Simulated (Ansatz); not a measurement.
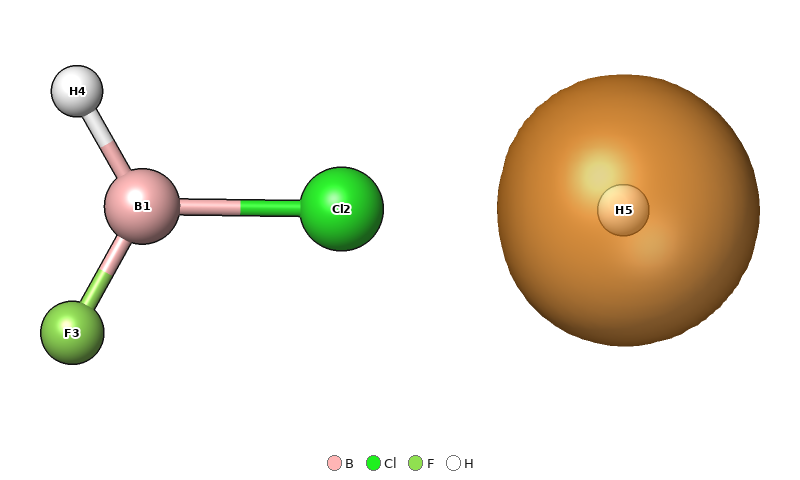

Figure. BClFH···H (doublet). Isosurface of the spin density at +0.02 e/Å³ (orange), seen across its widest extent.

Not at a stationary point (largest force 1.3 eV/Å).

The calculation used UKS PBE-D4/def2-SVP in Ansatz.

```xyz
5

B    -0.0036    0.0000   -0.0698
Cl    0.0094    0.0000    1.7512
F     1.1534    0.0000   -0.6966
H    -1.0509    0.0000   -0.6761
H     0.0043    0.0000    4.3263
```

**Which atoms carry the spin?**

The unpaired spin (1 electron) lies mostly on H5 (about 0.9), in electrons by Hirshfeld's partition.
